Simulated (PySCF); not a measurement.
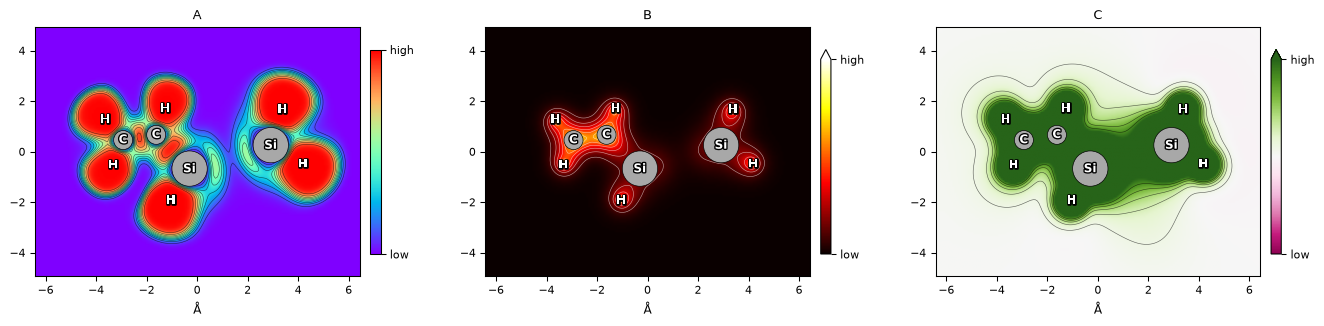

C₃H₁₂Si₄: 3 fields on the plane of atoms C1, C2 and Si3, with unlabelled colour scales. Grey discs cover the atomic cores.

Geometry: GFN2-xTB.

Method: PBE0/pcSseg-1, SCF density, gas phase, non-relativistic in PySCF.

Input

```
{"job": {"kind": "nmr", "xc": "PBE0", "basis": "pcSseg-1"}, "charge": 0, "multiplicity": 1}
C      3.423606    -0.762036     0.831851
C      2.125329    -0.608547     1.041476
Si     0.940135     0.338751    -0.069416
Si    -0.358219     1.892127     1.159728
Si    -2.273950     0.561056     0.839379
Si    -1.033822    -0.898660    -0.548778
C     -1.554235    -0.748120    -2.376235
H      4.067601    -1.310925     1.503279
H      3.905528    -0.335348    -0.033544
H      1.694397    -1.058238     1.929269
H      1.773235     0.835099    -1.181782
H      0.045253     2.159835     2.546814
H     -0.435101     3.241931     0.582750
H     -2.830462    -0.033813     2.062641
H     -3.444579     1.217361     0.239440
H     -1.066885    -2.348978    -0.270135
H     -0.898220    -1.313467    -3.031789
H     -1.522915     0.289720    -2.696567
H     -2.566500    -1.108497    -2.535841
```

Command:

```sh
OMP_NUM_THREADS=1 python probes_run.py task.json out
```

**Which field does each panel show? The fields are: electron density, electron localisation function and electrostatic potential.**

Panel A: electron localisation function. Panel B: electron density. Panel C: electrostatic potential (strongly positive close to the atoms and fading to about zero outside). From the grid: C–C (1.32 Å): ρ is about 2.3 e/Å³ halfway; the ELF peaks at about 0.90 between the atoms: a multiple bond. C–Si (1.88 Å): ρ at the midpoint is about 0.92 e/Å³; the ELF peaks at about 0.95 between the atoms: a shared electron pair.
